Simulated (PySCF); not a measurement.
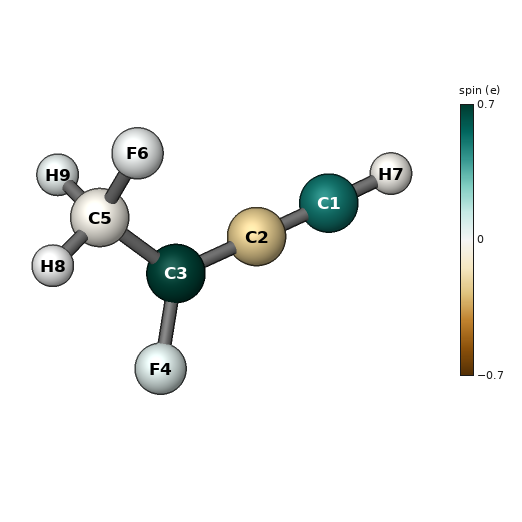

Atoms are coloured by their Mulliken spin populations. State: neutral, doublet. The geometry was computed by an optimisation with GFN2-xTB. No frequency run is at hand to confirm it as a minimum. Method: UKS B3LYP, pcH-1 on C F H, non-relativistic (PySCF 2.14.0).

Question: Which atom carries the largest spin population?

Answer: C3 (0.68 e).

Question: Which atom has the lowest spin population?

Answer: C2 (−0.24 e); a negative value comes from spin polarisation.

Give the Mulliken spin populations atom by atom.

| atom | value (e) |
| --- | --- |
| C1 | 0.52 |
| C2 | −0.24 |
| C3 | 0.68 |
| F4 | 0.06 |
| C5 | −0.04 |
| F6 | 0.02 |
| H7 | −0.02 |
| H8 | 0.00 |
| H9 | 0.03 |

Mulliken values depend strongly on the basis set.
